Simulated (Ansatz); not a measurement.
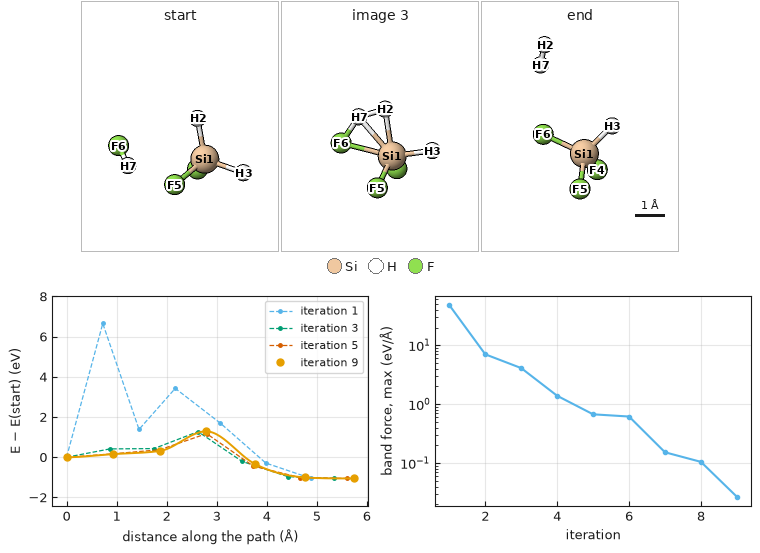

NEB run on SiH$_{3}$F$_{3}$. Images are numbered from 0 (start) to 6 (end). The plot follows the band through its iterations. Style: ball-and-stick. Shown from a free direction.

Method: RKS PBE0/def2-SVP (Ansatz).

Input file:
```yaml
crystal:
  periodic: [false, false, false]
  atoms:
    - { symbol: Si, position_ang: [0.344121, 0.096808, -0.007217] }
    - { symbol: H, position_ang: [0.699224, 0.407387, 1.390556] }
    - { symbol: H, position_ang: [1.472729, -0.336259, -0.859268] }
    - { symbol: F, position_ang: [-0.367581, 1.358376, -0.703328] }
    - { symbol: F, position_ang: [-0.734771, -1.12985, -0.014171] }
    - { symbol: F, position_ang: [-2.227205, 0.165462, 1.65112] }
    - { symbol: H, position_ang: [-2.074617, -0.561925, 1.096107] }
basis:
  gaussian: { orbitals: def2-SVP }
hamiltonian:
  xc: pbe0
neb:
  order_check: false
  images: 5
  f_tol: 0.05
  max_iterations: 60
  final_atoms:
    - { symbol: Si, position_ang: [-0.44343256, -0.01124166, -0.71047649] }
    - { symbol: H, position_ang: [0.01625373, -0.00753984, 3.39175497] }
    - { symbol: H, position_ang: [0.92307138, -0.16084502, -0.20147707] }
    - { symbol: F, position_ang: [-0.57613411, 1.29383904, -1.62389251] }
    - { symbol: F, position_ang: [-0.87068971, -1.27673057, -1.58863535] }
    - { symbol: F, position_ang: [-1.48853154, 0.12505502, 0.49552759] }
    - { symbol: H, position_ang: [-0.44863718, 0.03746203, 2.79099786] }
  initial_path:
    images:
      - { positions_ang: [[0.344121, 0.096808, -0.007217], [0.699224, 0.407387, 1.390556], [1.472729, -0.336259, -0.859268], [-0.367581, 1.358376, -0.703328], [-0.734771, -1.12985, -0.014171], [-2.227205, 0.165462, 1.65112], [-2.074617, -0.561925, 1.096107]] }
      - { positions_ang: [[0.21918526, 0.04716301, -0.01433471], [0.50340827, 0.29715939, 1.51744051], [1.41557547, -0.28218165, -0.77759108], [-0.49263593, 1.32197053, -0.6681725], [-0.78738871, -1.19784169, -0.14314852], [-2.07440583, 0.1449796, 1.33315329], [-1.67183853, -0.33125019, 1.30645201]] }
      - { positions_ang: [[0.09424953, -0.00248197, -0.02145242], [0.30759254, 0.18693178, 1.64432502], [1.35842194, -0.22810431, -0.69591416], [-0.61769085, 1.28556507, -0.63301701], [-0.84000643, -1.26583338, -0.27212604], [-1.92160666, 0.12449719, 1.01518659], [-1.26906006, -0.10057537, 1.51679701]] }
      - { positions_ang: [[-0.03068621, -0.05212696, -0.02857013], [0.11177681, 0.07670417, 1.77120954], [1.3012684, -0.17402696, -0.61423724], [-0.74274578, 1.2491596, -0.59786151], [-0.89262414, -1.33382507, -0.40110356], [-1.76880749, 0.10401479, 0.69721988], [-0.86628159, 0.13009944, 1.72714202]] }
      - { positions_ang: [[-0.16826833, -0.03849853, -0.25587225], [0.07993579, 0.04862283, 2.31139135], [1.17520273, -0.16963298, -0.47665052], [-0.68720856, 1.26405275, -0.93987184], [-0.88531267, -1.31479357, -0.79694749], [-1.67538217, 0.1110282, 0.62998912], [-0.72706679, 0.0992203, 2.08176064]] }
      - { positions_ang: [[-0.30585045, -0.0248701, -0.48317437], [0.04809476, 0.02054149, 2.85157316], [1.04913705, -0.165239, -0.3390638], [-0.63167134, 1.27894589, -1.28188218], [-0.87800119, -1.29576207, -1.19279142], [-1.58195685, 0.11804161, 0.56275836], [-0.58785199, 0.06834117, 2.43637925]] }
      - { positions_ang: [[-0.44343256, -0.01124166, -0.71047649], [0.01625373, -0.00753984, 3.39175497], [0.92307138, -0.16084502, -0.20147707], [-0.57613411, 1.29383904, -1.62389251], [-0.87068971, -1.27673057, -1.58863535], [-1.48853154, 0.12505502, 0.49552759], [-0.44863718, 0.03746203, 2.79099786]] }
```

Launched with:
```bash
ansatz run input.yaml --threads 1 --pin off --max-ram 2048MiB --backend cpu --events-out ev --progress --plain --runs-dir out
```

How did the profile develop, and is the result final?

The result is final at these settings. The band converged in 9 iterations. The largest component of the band force went from 48 to 0.027 eV/Å. The climbing image converged on the top of the path. Its vibrational analysis gives one imaginary mode (1102i cm⁻¹), as a transition state must have. The first iteration put the highest image at 6.66 eV. The energy climbs by 1.29 eV to image 3 and then falls by 2.34 eV, so the end point sits at −1.05 eV.
